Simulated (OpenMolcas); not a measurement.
# How methods differ on GeH2O2 (SMILES [OH][Ge][OH])

The species is GeH2O2 (5 atoms), meant as a singlet with charge 0. SMILES: `[OH][Ge][OH]`. The shape is that of a PBE0-D4/def2-TZVP optimisation. This is one conformer, not always the lowest.

```xyz
5

O    -1.3410   -0.0995   -0.3774
Ge   -0.3164   -0.8958    0.8553
O     1.2819   -0.1423    0.5702
H    -0.9409    0.5508   -0.9615
H     1.3664    0.5132   -0.1279
```

Quantity: the energy change with the O3–H5 bond stretched from 0.961 to 1.105 Å, in eV. The values are calculated.

```
                                                  level                   kind     program  value (eV)  less CCSD(T)/def2-SVPD  CPU time (all runs)
                              HF/def2-SVPD (restricted)           Hartree–Fock  OpenMolcas        0.54                   +0.18                 22 s
                            BLYP/def2-SVPD (restricted)                    GGA  OpenMolcas        0.28                   -0.08                 59 s
                             PBE/def2-SVPD (restricted)                    GGA  OpenMolcas        0.30                   -0.06                 57 s
                           M06-L/def2-SVPD (restricted)               meta-GGA  OpenMolcas        0.39                   +0.03                 80 s
                            TPSS/def2-SVPD (restricted)               meta-GGA  OpenMolcas        0.30                   -0.06                 80 s
                           BHLYP/def2-SVPD (restricted)          global hybrid  OpenMolcas        0.45                   +0.09                 52 s
                             MP2/def2-SVPD (restricted)    perturbation theory  OpenMolcas        0.35                   -0.01                 19 s
CCSD(T)/def2-SVPD (Cholesky decomposition) (restricted)  coupled cluster or CI  OpenMolcas        0.36                    0.00              9.3 min
```

Differences are taken from CCSD(T)/def2-SVPD (Cholesky decomposition) (restricted) for orientation; it has basis-set and higher-order errors of its own. All-electron rows without a relativistic Hamiltonian named are non-relativistic. The first shape isn't each level's own minimum. The values span 0.28 to 0.54 eV. In the correlated wave-function rows the outer d shell of Ge is correlated, in sets not made for it. CPU times are rough (shared hosts, several kinds of processor and program).

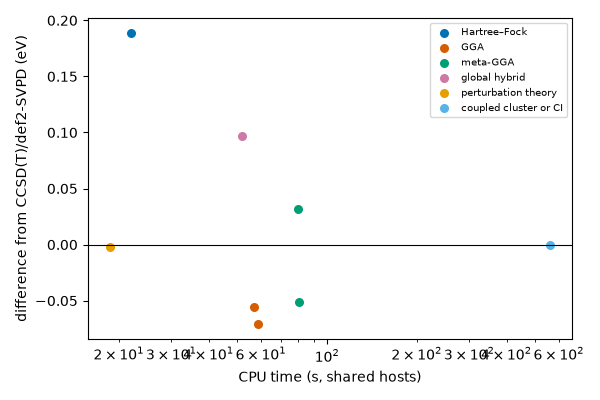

Difference from CCSD(T)/def2-SVPD against processor time, one point a level.
